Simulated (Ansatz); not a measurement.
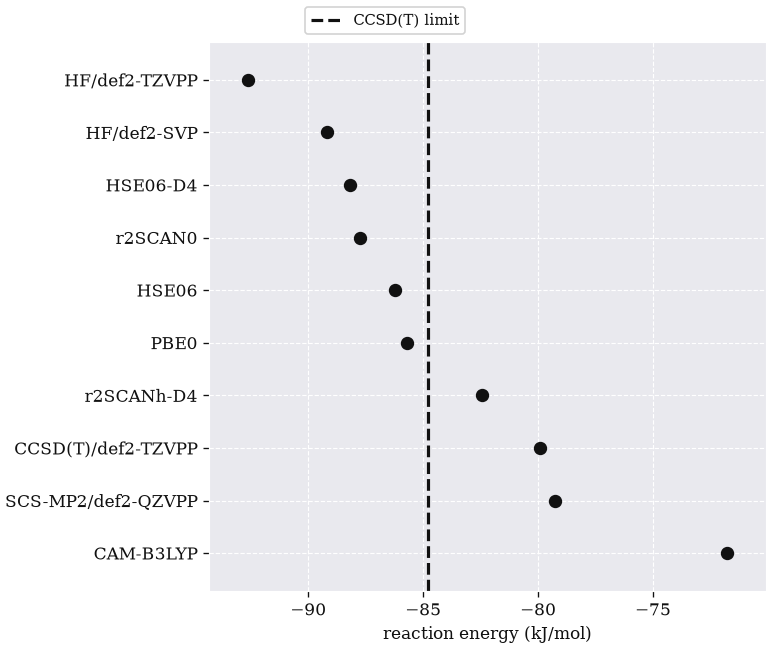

Electronic reaction energy of ZnBrF ([F][Zn][Br]) + HBr (Br) → ZnBr₂ ([Br][Zn][Br]) + HF (F) (SMILES in brackets) at several levels (functionals in def2-TZVPP unless a basis is named), isolated molecules at PBE0-D4 triple-zeta geometries, minima by their frequencies, no zero-point or thermal terms, the Ansatz code 0.2.0. The line is frozen-core CCSD(T) at the basis limit (MP2 extrapolated from triple and quadruple zeta, plus CCSD(T) less MP2 in a smaller set). Choice of cores on heavy atoms: Zn/Cu 3s3p. No dispersion term is added to r2SCAN0, HSE06, PBE0 and CAM-B3LYP. The distance of HF/def2-SVP, CCSD(T)/def2-TZVPP and SCS-MP2/def2-QZVPP to the limit includes basis error. The limit lies 4.9 kJ/mol from CCSD(T)/def2-TZVPP, so the line itself is uncertain by a part of that.

### Which level comes closest to the line (CCSD(T) limit), and which misses most?

Closest PBE0 (−85.7 kJ/mol), against −84.8 kJ/mol; farthest CAM-B3LYP (−71.8 kJ/mol).

### Give the values.

| level | kJ/mol | less CCSD(T) limit |
| --- | --- | --- |
| HF/def2-TZVPP | −92.6 | −7.9 |
| HF/def2-SVP | −89.2 | −4.4 |
| HSE06-D4 | −88.2 | −3.4 |
| r2SCAN0 | −87.8 | −3.0 |
| HSE06 | −86.2 | −1.4 |
| PBE0 | −85.7 | −0.9 |
| r2SCANh-D4 | −82.4 | 2.4 |
| CCSD(T)/def2-TZVPP | −79.9 | 4.9 |
| SCS-MP2/def2-QZVPP | −79.3 | 5.5 |
| CAM-B3LYP | −71.8 | 13.0 |
| CCSD(T) limit | −84.8 | 0.0 |

Caveats: no scalar relativity up to krypton; outer-core shells are correlated without core-valence functions, which makes the correlated values less sure.
